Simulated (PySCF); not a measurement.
# C₂H₉B₂N (SMILES CB(C)BN): what the fields show

```xyz
14

C    -1.4124   -0.9994   -0.5454
B    -0.2589   -0.1002    0.0683
C    -0.7453    1.0810    1.0100
B     1.3497   -0.4073   -0.2184
N     2.0929    0.2219   -1.2069
H    -2.3586   -0.4749   -0.6691
H    -1.6018   -1.8119    0.1580
H    -1.1581   -1.4704   -1.4932
H     0.0146    1.4544    1.6930
H    -1.0341    1.9200    0.3745
H    -1.6285    0.8263    1.5939
H     1.9542   -1.1951    0.4256
H     3.0674    0.0399   -1.3846
H     1.7181    0.9151   -1.8328
```

Geometry: GFN2-xTB.

Level of theory: PBE0/pcSseg-1, SCF density, gas phase, non-relativistic (PySCF 2.14.0).

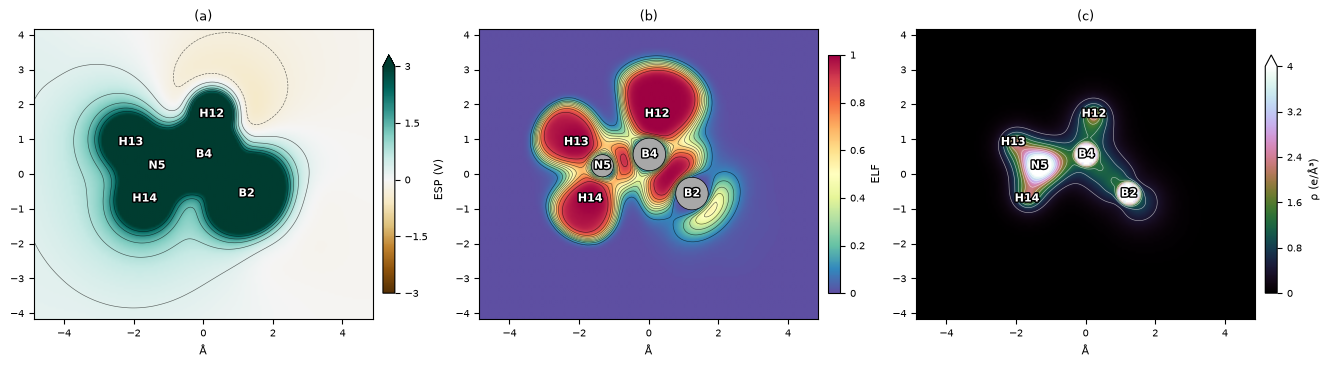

Figure 1. (a) electrostatic potential; (b) electron localisation function; (c) electron density on the plane of atoms H13, N5 and H14. Grey discs cover the atomic cores in the ELF map.

### Interpret the plot.

The section cuts through B, N and H sites.
B–N (1.39 Å): ρ is about 1.9 e/Å³ halfway; the ELF peaks at about 0.90 between the atoms; a short, strongly polar bond.
B–B (1.66 Å): ρ is about 1.1 e/Å³ halfway; the ELF peaks at about 1 between the atoms, as expected for localised, covalent bonding.
N–H (1.01 Å): the density is about 2.9 e/Å³ at the midpoint; the ELF climbs to about 1 towards the hydrogen, as it does in any bond to H: a covalent bond by its length.
B–H (1.18 Å): ρ is about 1.2 e/Å³ halfway; the ELF climbs to about 1 towards the hydrogen (an ordinary covalent bond to hydrogen).
Outside the dense part of the molecule the potential is most negative (−0.5 V) near H12.

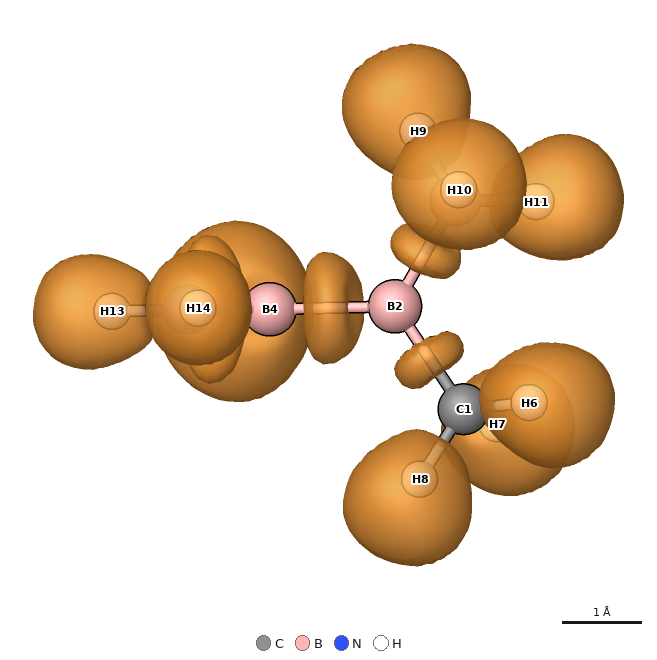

Figure 2. Isosurface of the ELF at 0.85 (orange), seen across its widest extent. Only the valence region is drawn (cores and ρ < 0.01 e/Å³ removed).

### Describe the localisation domains.

At this value the surface marks out one region between bonded B–B atoms (shared pairs), two regions between bonded B–C atoms (shared pairs), one region between bonded B–N atoms (shared pairs) and nine regions around hydrogen nuclei. Along the contacts the grid gives the following. C–B (1.59 Å): the ELF peaks at about 1 between the atoms: localised, covalent bonding.

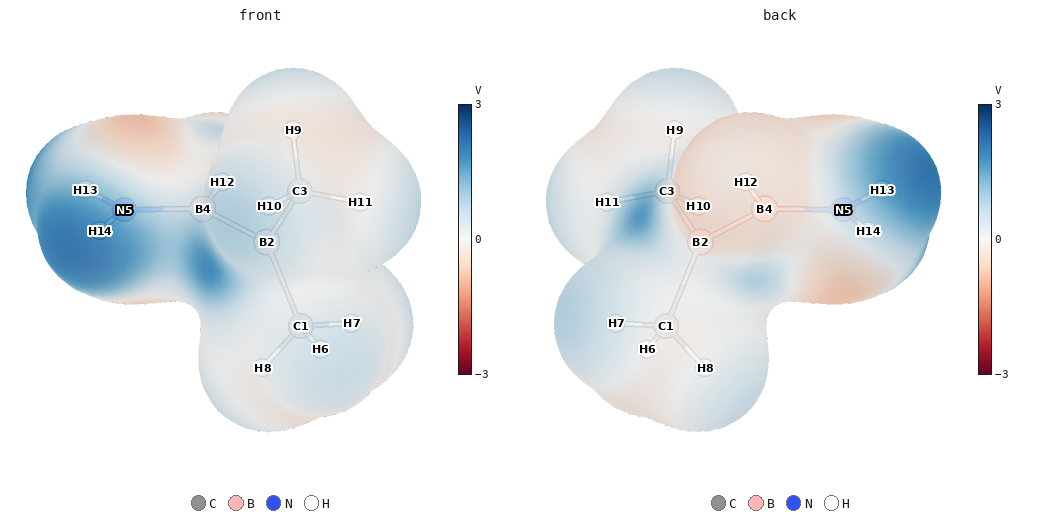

Figure 3. The molecular electrostatic potential painted on the density surface at 0.004 e/bohr³, seen from the front and from behind; the colour scale runs from red (negative) to blue (positive).

### Which sites attract a positive test charge, and which a negative one?

A positive charge is drawn to the negative regions and a negative charge to the positive ones. The most negative region (about −0.8 V) lies over N5, the most positive (about +2.2 V) over H13 and H14.
